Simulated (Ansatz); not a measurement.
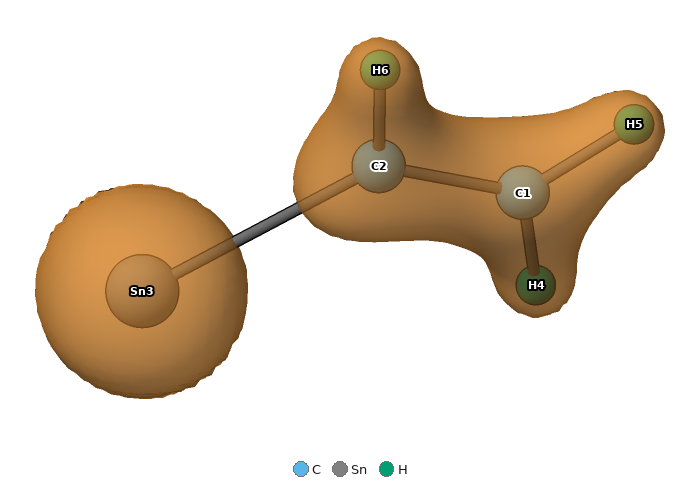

Figure. C$_{2}$H$_{3}$Sn (charge −1, triplet). Isosurface of the electron density at 1 e/Å³ (orange), seen at an oblique angle.

Geometry: PBE0-D3(BJ)/def2-SVPD; core potentials replace the inner electrons of Sn; the highest occupied orbital lies above zero, a sign that basis and functional describe the outermost electron poorly.

Method: Ansatz, isolated molecule in a Gaussian basis; Kohn-Sham density functional theory, functional PBE0.

```xyz
6

C     0.4153    0.6767    0.3303
C     0.0067    1.9204    0.6564
Sn    0.0525    3.7555   -0.6061
H     0.8353    0.4520   -0.6586
H     0.3541   -0.1762    1.0242
H    -0.3980    2.0262    1.6781
```

Question: Which contacts does the surface bridge?

Answer: At this value the surface falls into two separate pieces. It bridges the sampled C–C (1.35 Å) and C–H (1.10 Å) contacts, where the density stays above the isovalue. It is pinched off along the sampled C–Sn (2.23 Å) contacts. On the grid the lowest density along these lines, outside the cores, is 2.3 e/Å³ (C–C, 1.35 Å), 0.59 e/Å³ (C–Sn, 2.23 Å) and 1.8 e/Å³ (C–H, 1.10 Å).
